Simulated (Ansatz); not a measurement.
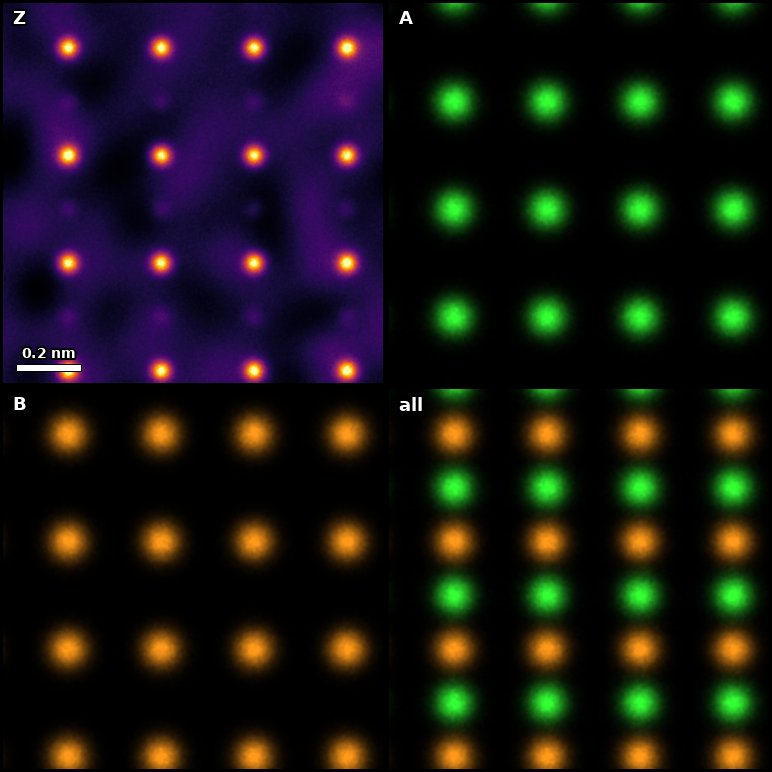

AlSnH₄ (P4/mmm, No. 123) along [101]. Panel Z: Simulated incoherent Z contrast: every atom adds Z^1.7 spread by a probe of 0.50 Å full width; channelling and multiple scattering are left out. The probe carries 15 % of its weight in a tail 2.5 times as wide. Shot noise and the speckle of an amorphous layer were added. The other panels are simulated element maps (the number of atoms of one element along the beam, blurred by 0.9 Å, with counting noise; each on its own scale, no channelling); the last overlays them. Structure used: the input geometry of a calculation; the starting structure was generated, so it need not be a known form of this composition.

```yaml
crystal:
  lattice:
    - [3.39852, 0.00000, 0.00000]
    - [0.00000, 3.39852, 0.00000]
    - [0.00000, 0.00000, 5.82013]
  atoms:
    - { symbol: Al, position: [0.00000, 0.00000, 0.00000] }
    - { symbol: Sn, position: [0.50000, 0.50000, 0.50000] }
    - { symbol: H, position: [0.00000, 0.00000, 0.69642] }
    - { symbol: H, position: [0.50000, 0.00000, 0.00000] }
    - { symbol: H, position: [0.00000, 0.50000, 0.00000] }
    - { symbol: H, position: [0.00000, 0.00000, 0.30358] }
```

Question: Which element does each lettered map show?

Answer: A: Al, B: Sn. The projected cell (2.93 × 3.40 Å, 90°) holds 5 columns: 3 of H, 1 of Al and 1 of Sn + H. No column is shared by two of the mapped elements.
